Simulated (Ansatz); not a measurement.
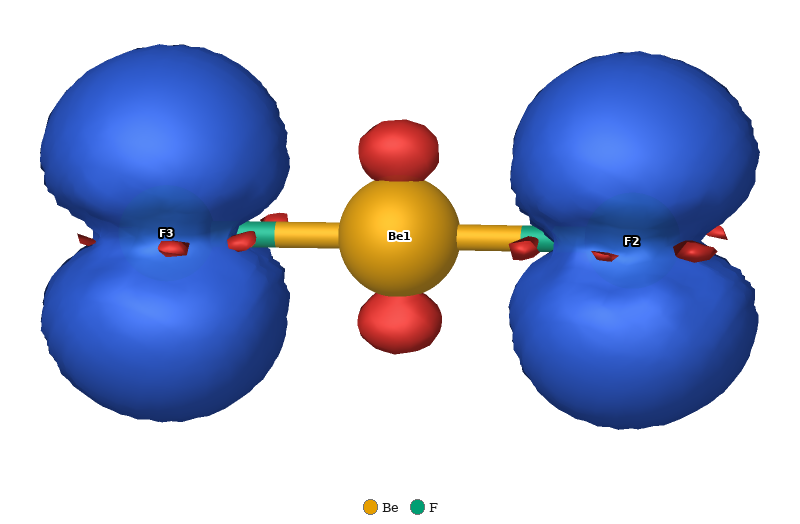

The picture shows: BeF₂ (charge +1, doublet). Isosurfaces of the spin density (α minus β) at +0.015 (blue) and −0.015 e/Å³ (red), seen from one side.

Geometry: r2SCAN-D4/def2-TZVP.

All numbers below come from UKS PBE0-D4/def2-TZVP (Ansatz 0.2.0).

```yaml
atoms:
  - { symbol: Be, position_ang: [-0.0013, 0.0017, 0.0018] }
  - { symbol: F, position_ang: [1.2832, 0.5153, 0.4175] }
  - { symbol: F, position_ang: [-1.2819, -0.5170, -0.4194] }
```

**Which atoms carry the spin?**

The unpaired spin (1 electron) lies mostly on F2 (about 0.5) and F3 (about 0.5), in electrons by Hirshfeld's partition.
